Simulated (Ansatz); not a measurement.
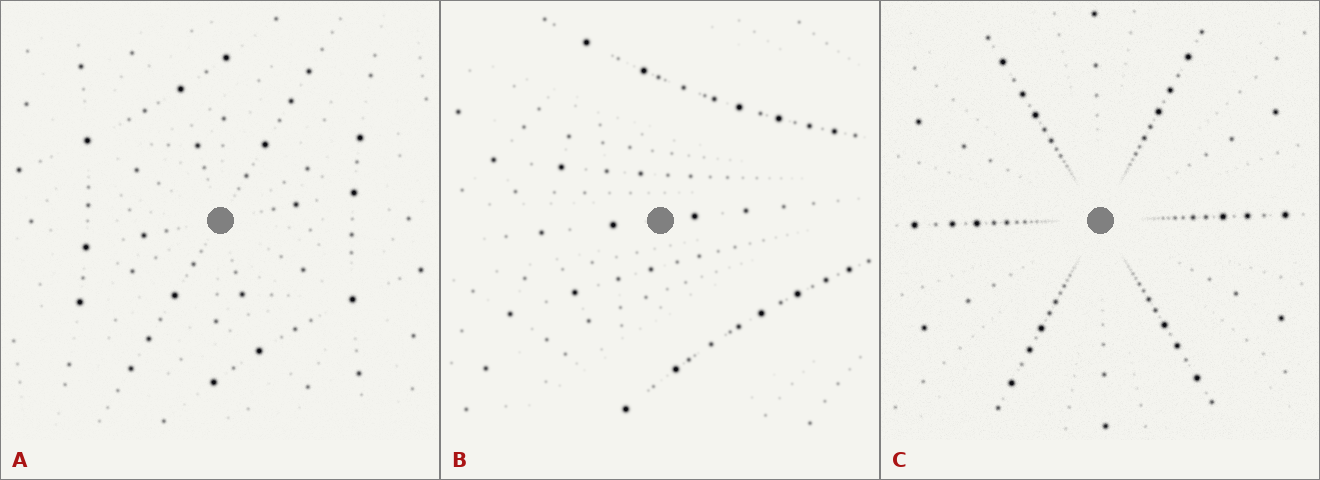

Simulated back-reflection Laue patterns (white X-rays, 0.45 to 2.2 Å, flat plate covering ±45° about the beam, kinematic intensities, seen from the source). Crystal: Ti, space group P6_3/mmc (No. 194), a = 2.932 Å, c = 4.638 Å (hexagonal axes). Structure: the geometry relaxed at fixed volume with DFT r2SCAN, scalar-relativistic, plane waves, PAW in Ansatz 0.2.0.

The directions [001], [100], [101] point towards the source, in some order. Which is which?

Answer. A: [100], symmetry 2mm (a twofold axis with two mirror lines). B: [101], symmetry m (one mirror line). C: [001], symmetry 6mm (a sixfold axis with mirror lines). The Laue class is 6/mmm.
